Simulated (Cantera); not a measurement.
Feed: 1 mol FeS, 33 mol H₂, at 0.190 bar.

These are equilibrium values from Cantera (NASA tables, ideal gas, pure condensed phases), not measurements of a reactor. Candidate condensed phases: Fe, FeS, FeS₂, S; 8 gas species. Metal and sulfide melt together well below either melting point, which pure phases cannot show. Mutual solubility and eutectic melting of coexisting phases are not modelled. FeS: taken at fixed stoichiometry. Gases not in the tables: S₃ to S₇. Rates play no part.

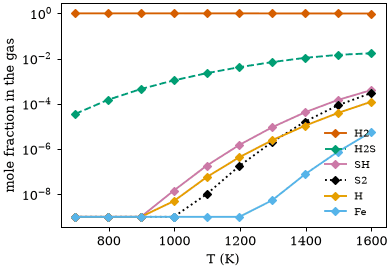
Equilibrium gas composition (values under 1e-9 drawn at 1e-9)

From 698 K to 1098 K the condensed part is Fe(α) + FeS(s). From 1198 K to 1398 K the condensed part is Fe(γ) + FeS(s). From 1498 K to 1598 K the condensed part is Fe(γ) + FeS(l).
